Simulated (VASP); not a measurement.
Band structure of Ni₃Fe (L1_2). Computed with LDA (Ceperley-Alder, Perdew-Zunger) with spin-orbit coupling, VASP's LDA PAW potentials (set 64) (plane waves; VASP 6.6.1).

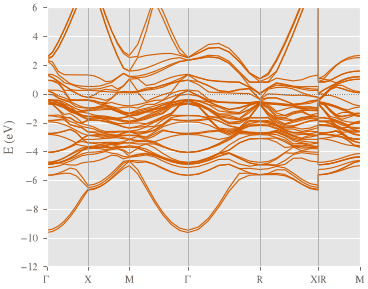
*Bands along high-symmetry lines, zero at the valence-band maximum or, without a gap, the Fermi level*

Question: Read the plot: is there a gap, and where are the band edges?

Answer: It has no gap at this level: it comes out as a metal or semimetal.

The compound is Ni3Fe in the L1_2 structure. It was relaxed first, which changed the volume by -9 %.
